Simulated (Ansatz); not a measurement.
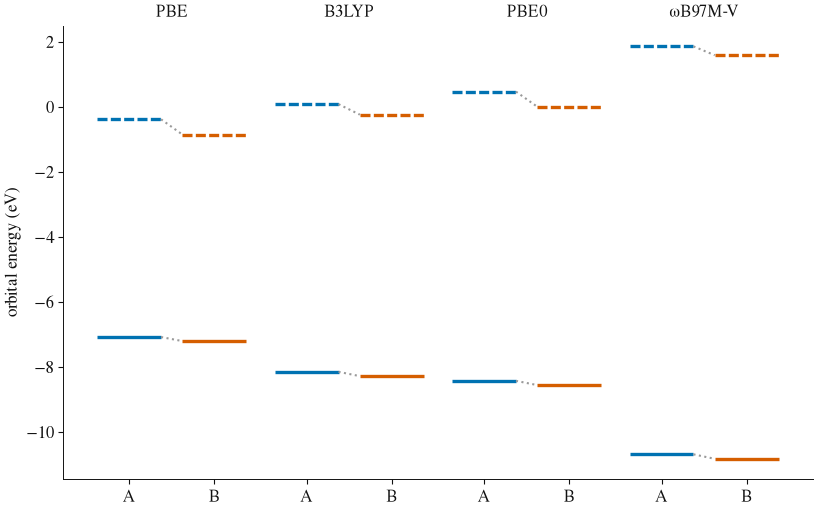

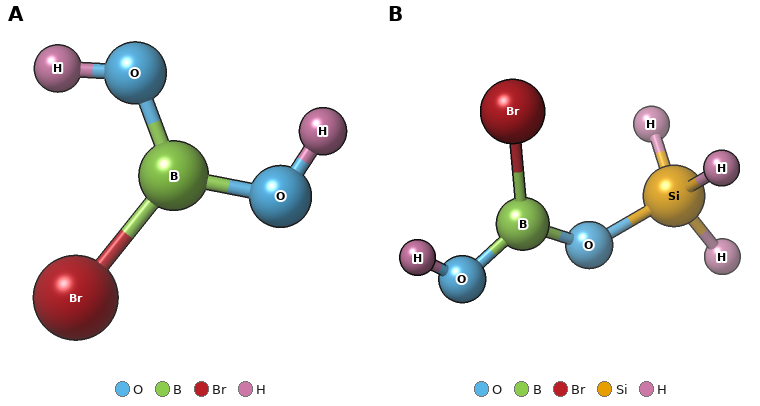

One change: A, BH₂O₂Br (SMILES OB(O)Br), becomes B, BSiH₄O₂Br (SMILES OB(Br)O[SiH3]). H on O is replaced by SiH₃. HOMO (solid) and LUMO (dashed) computed in def2-TZVPP at PBE0-D4/def2-TZVP geometries, both minima by their frequencies, gas phase, the Ansatz code. Empty levels above zero depend strongly on the basis.

What does the change do to HOMO and LUMO?

PBE: the HOMO falls by 0.12 eV, the LUMO falls by 0.47 eV, and the separation goes from 6.70 to 6.35 eV. B3LYP: the HOMO falls by 0.13 eV, the LUMO falls by 0.32 eV, and the separation goes from 8.23 to 8.04 eV. PBE0: the HOMO falls by 0.13 eV, the LUMO falls by 0.46 eV, and the separation goes from 8.90 to 8.56 eV. ωB97M-V: the HOMO falls by 0.14 eV, the LUMO falls by 0.27 eV, and the separation goes from 12.55 to 12.41 eV.

Do the functionals agree on the effect?

They agree on the direction for both levels; the HOMO shift lies between −0.14 and −0.12 eV and the LUMO shift between −0.47 and −0.27 eV, while the separations themselves differ by up to 6.1 eV between functionals.

Caveats: one conformer of each flexible molecule.
